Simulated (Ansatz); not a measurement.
**What a change does: geometry relaxation on C6H7In**

System: C6H7In.
Method of the first run: RHF/def2-SVP (Ansatz 0.2.0).

Text and figures count atoms from 1; the logs count them from 0 in places.

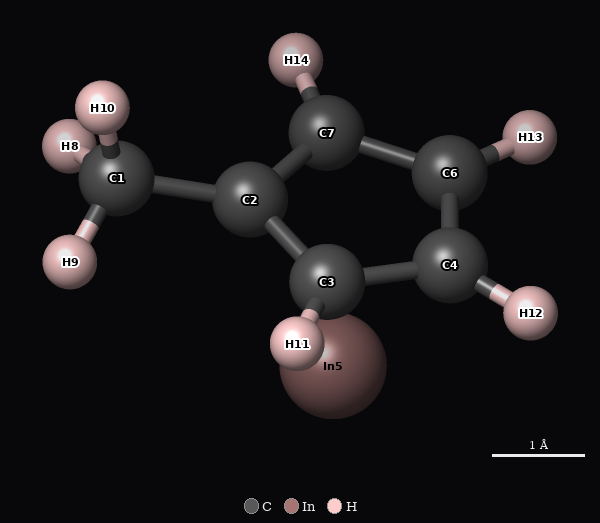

**Figure 1.** The input geometry (ball-and-stick view, seen at a tilt; atoms are numbered from 1 in the order of the input). Sticks mark near contacts. Bond lengths as drawn: C–C 1.43 to 1.50 Å and C–H 1.10 to 1.11 Å.

Input, the first run:
```yaml
crystal:
  periodic: [false, false, false]
  atoms:
    - { symbol: C, position_ang: [2.76198899, 0.20712821, -0.94090344] }
    - { symbol: C, position_ang: [1.27145904, 0.23083738, -1.12951232] }
    - { symbol: C, position_ang: [0.44593963, -0.87487664, -1.52051992] }
    - { symbol: C, position_ang: [-0.89040936, -0.40064714, -1.72097871] }
    - { symbol: In, position_ang: [-0.47342101, -0.18814102, 0.94436617] }
    - { symbol: C, position_ang: [-0.90263623, 1.00164685, -1.44794827] }
    - { symbol: C, position_ang: [0.4262081, 1.388426, -1.07986282] }
    - { symbol: H, position_ang: [3.10135511, 0.98486439, -0.22768657] }
    - { symbol: H, position_ang: [3.11634835, -0.77459909, -0.56764401] }
    - { symbol: H, position_ang: [3.28668609, 0.3974327, -1.90264902] }
    - { symbol: H, position_ang: [0.79763721, -1.9024594, -1.68621034] }
    - { symbol: H, position_ang: [-1.74618267, -1.00267172, -2.05393298] }
    - { symbol: H, position_ang: [-1.76949708, 1.67012587, -1.53349704] }
    - { symbol: H, position_ang: [0.76010384, 2.40884359, -0.84679073] }
basis:
  gaussian: { orbitals: def2-SVP }
hamiltonian:
  xc: hf
relax:
  f_tol: 0.004
  max_steps: 150
```

Command:
```bash
ansatz run input.yaml --threads 4 --pin off --max-ram 10240MiB --backend cpu --events-out ev --progress --plain --runs-dir out
```

Hardware: 4 threads of Intel Xeon @ 2.90GHz (Ice Lake), 64 GiB of memory available, shared host.

Output, shortened to warnings, some set-up lines, iterations and results (the first run):
```
[...]
mean field evaluation 1: about -11433.1734 eV, gradient 3.7e1 eV
mean field evaluation 2: about -11433.3869 eV, gradient 3.6e1 eV
mean field evaluation 4: about -11437.7251 eV, gradient 4.8e0 eV
mean field evaluation 8: about -11437.8113 eV, gradient 2.3e-1 eV
relax step   1: F+E_penalty+E_count = -11437.81156500 eV  Δ(F+E_penalty+E_count) = +0.000e0 eV  max|allowed force component| = 1.152e0 eV/Å  Δτ_max = 0.0000 Å  (37 SCF iters, …
mean field evaluation 16: about -11437.8822 eV, gradient 5.4e-1 eV
relax step   2: F+E_penalty+E_count = -11437.88312012 eV  Δ(F+E_penalty+E_count) = -7.156e-2 eV  max|allowed force component| = 4.823e-1 eV/Å  Δτ_max = 0.0715 Å  (34 SCF …
relax step   3: F+E_penalty+E_count = -11437.90098673 eV  Δ(F+E_penalty+E_count) = -1.787e-2 eV  max|allowed force component| = 5.884e-2 eV/Å  Δτ_max = 0.0333 Å  (35 SCF …
mean field evaluation 32: about -11437.9020 eV, gradient 2.5e-3 eV
relax step   4: F+E_penalty+E_count = -11437.90199876 eV  Δ(F+E_penalty+E_count) = -1.012e-3 eV  max|allowed force component| = 2.482e-2 eV/Å  Δτ_max = 0.0164 Å  (35 SCF …
relax step   5: F+E_penalty+E_count = -11437.90211546 eV  Δ(F+E_penalty+E_count) = -1.167e-4 eV  max|allowed force component| = 1.080e-2 eV/Å  Δτ_max = 0.0043 Å  (29 SCF …
relax step   6: F+E_penalty+E_count = -11437.90211999 eV  Δ(F+E_penalty+E_count) = -4.525e-6 eV  max|allowed force component| = 4.559e-3 eV/Å  Δτ_max = 0.0010 Å  (24 SCF …
relax step   7: F+E_penalty+E_count = -11437.90212109 eV  Δ(F+E_penalty+E_count) = -1.102e-6 eV  max|allowed force component| = 8.707e-4 eV/Å  Δτ_max = 0.0005 Å  (23 SCF …
1755 factors; integrals over basis functions are off by at most 3.6e-4 eV
mean field -11437.90212109 eV, -420.3351500615 hartree, gradient 3.9e-5 eV, S^2 0.000000; 1 other end points of the search recorded, 0 dependent functions left out
the calculation of the forces begins
reference -11437.90212109 eV, -420.3351500615 hartree; 32, 32 occupied and 113, 113 virtual orbitals, 1755 factors
Total energy: -11437.90212109 eV, -420.3351500615 hartree
Atom 0 at     2.752167     0.207654    -0.944180 Å, force     0.000244    -0.000107     0.000580 eV/Å
Atom 1 at     1.257778     0.229824    -1.125010 Å, force    -0.000122    -0.000128     0.000709 eV/Å
Atom 2 at     0.444860    -0.861856    -1.509872 Å, force    -0.000490    -0.000215    -0.000157 eV/Å
Atom 3 at    -0.875181    -0.392243    -1.710689 Å, force     0.000496     0.000063     0.000040 eV/Å
Atom 4 at    -0.461755    -0.183273     0.920957 Å, force     0.000143    -0.000009     0.000080 eV/Å
Atom 5 at    -0.887215     0.990245    -1.441659 Å, force     0.000430    -0.000088    -0.000045 eV/Å
Atom 6 at     0.425418     1.372362    -1.075109 Å, force    -0.000505     0.000202    -0.000115 eV/Å
Atom 7 at     3.082091     0.972591    -0.240123 Å, force    -0.000471     0.000557    -0.000613 eV/Å
Atom 8 at     3.097100    -0.759391    -0.576045 Å, force    -0.000475    -0.000324    -0.000848 eV/Å
Atom 9 at     3.259472     0.396237    -1.893843 Å, force     0.000871    -0.000012     0.000248 eV/Å
Atom 10 at     0.789468    -1.872174    -1.679942 Å, force    -0.000170    -0.000182     0.000005 eV/Å
Atom 11 at    -1.714093    -0.982724    -2.048912 Å, force     0.000123    -0.000142    -0.000004 eV/Å
Atom 12 at    -1.737017     1.650299    -1.536535 Å, force     0.000131     0.000199     0.000054 eV/Å
Atom 13 at     0.752488     2.378358    -0.852808 Å, force    -0.000206     0.000186     0.000064 eV/Å
Dipole moment:     0.011774    -0.036521     0.188164 e Å
```

For the second run the input was changed thus:
```diff
-  xc: hf
+  xc: lda
```

How does the second run compare with the first run?

The total energies belong to different methods, so their difference says nothing on which is more stable or more accurate. The functional changes from hf to LDA. On the same kind of shared host the second run took about 0.5 times as long.

Output, shortened to warnings, some set-up lines, iterations and results (the second run):
```
[...]
mean field evaluation 1: about -11420.5092 eV, gradient 7.9e1 eV
mean field evaluation 2: about -11290.2748 eV, gradient 2.0e2 eV
mean field evaluation 4: about -11437.6651 eV, gradient 2.1e1 eV
mean field evaluation 8: about -11438.7874 eV, gradient 3.2e-1 eV
mean field evaluation 16: about -11438.7113 eV, gradient 2.4e-3 eV
relax step   1: F+E_penalty+E_count = -11438.71127030 eV  Δ(F+E_penalty+E_count) = +0.000e0 eV  max|allowed force component| = 9.423e-1 eV/Å  Δτ_max = 0.0000 Å  (32 SCF …
relax step   2: F+E_penalty+E_count = -11438.73388756 eV  Δ(F+E_penalty+E_count) = -2.262e-2 eV  max|allowed force component| = 1.133e0 eV/Å  Δτ_max = 0.1983 Å  (30 SCF …
mean field evaluation 32: about -11438.7956 eV, gradient 2.0e-4 eV
relax step   3: F+E_penalty+E_count = -11438.79563681 eV  Δ(F+E_penalty+E_count) = -6.175e-2 eV  max|allowed force component| = 1.777e-1 eV/Å  Δτ_max = 0.0578 Å  (32 SCF …
relax step   4: F+E_penalty+E_count = -11438.79791505 eV  Δ(F+E_penalty+E_count) = -2.278e-3 eV  max|allowed force component| = 2.737e-2 eV/Å  Δτ_max = 0.0291 Å  (31 SCF …
relax step   5: F+E_penalty+E_count = -11438.79814550 eV  Δ(F+E_penalty+E_count) = -2.304e-4 eV  max|allowed force component| = 1.581e-2 eV/Å  Δτ_max = 0.0060 Å  (32 SCF …
relax step   6: F+E_penalty+E_count = -11438.79815480 eV  Δ(F+E_penalty+E_count) = -9.300e-6 eV  max|allowed force component| = 6.690e-3 eV/Å  Δτ_max = 0.0010 Å  (23 SCF …
relax step   7: F+E_penalty+E_count = -11438.79815713 eV  Δ(F+E_penalty+E_count) = -2.334e-6 eV  max|allowed force component| = 1.539e-3 eV/Å  Δτ_max = 0.0004 Å  (19 SCF …
mean field evaluation 64: about -11436.0812 eV, gradient 2.9e1 eV
mean field -11438.79815713 eV, -420.3680787787 hartree, gradient 8.0e-5 eV, S^2 0.000000; 1 other end points of the search recorded, 0 dependent functions left out
the calculation of the forces begins
reference -11438.79819517 eV, -420.3680801765 hartree; 32, 32 occupied and 113, 113 virtual orbitals, 1670 factors
Total energy: -11438.79819517 eV, -420.3680801765 hartree
Atom 0 at     2.739834     0.206312    -0.937808 Å, force    -0.000334     0.000011    -0.000131 eV/Å
Atom 1 at     1.266298     0.231143    -1.131421 Å, force     0.001539    -0.000009     0.000263 eV/Å
Atom 2 at     0.446860    -0.866187    -1.514203 Å, force    -0.000158     0.000444     0.000059 eV/Å
Atom 3 at    -0.879061    -0.396580    -1.709966 Å, force    -0.000158     0.000017     0.000078 eV/Å
Atom 4 at    -0.427925    -0.166376     0.835445 Å, force     0.000094    -0.000004     0.000041 eV/Å
Atom 5 at    -0.891171     0.993935    -1.439344 Å, force    -0.000116    -0.000060     0.000021 eV/Å
Atom 6 at     0.427327     1.378026    -1.077453 Å, force    -0.000181    -0.000421    -0.000152 eV/Å
Atom 7 at     3.077504     0.984777    -0.221579 Å, force    -0.000043    -0.000273     0.000039 eV/Å
Atom 8 at     3.092747    -0.777601    -0.563124 Å, force    -0.000045     0.000204     0.000063 eV/Å
Atom 9 at     3.272214     0.396855    -1.897325 Å, force     0.000129     0.000045    -0.000028 eV/Å
Atom 10 at     0.800160    -1.897429    -1.672534 Å, force    -0.000109    -0.000191    -0.000040 eV/Å
Atom 11 at    -1.739395    -1.001965    -2.033267 Å, force    -0.000258    -0.000162    -0.000148 eV/Å
Atom 12 at    -1.762594     1.661852    -1.514832 Å, force    -0.000234     0.000207    -0.000099 eV/Å
Atom 13 at     0.762781     2.399149    -0.836358 Å, force    -0.000127     0.000191     0.000034 eV/Å
Dipole moment:     0.058262    -0.018388     0.097002 e Å
```

The two runs side by side:

| quantity | the first run | the second run |
| --- | --- | --- |
| outcome | converged | converged |
| total energy (hartree) | −420.335150 | −420.368080 |
| largest force (eV/Å) | 0.001 | 0.002 |
| basis functions | 145 | 145 |
| wall time (shared host) | 19 s | 9.5 s |
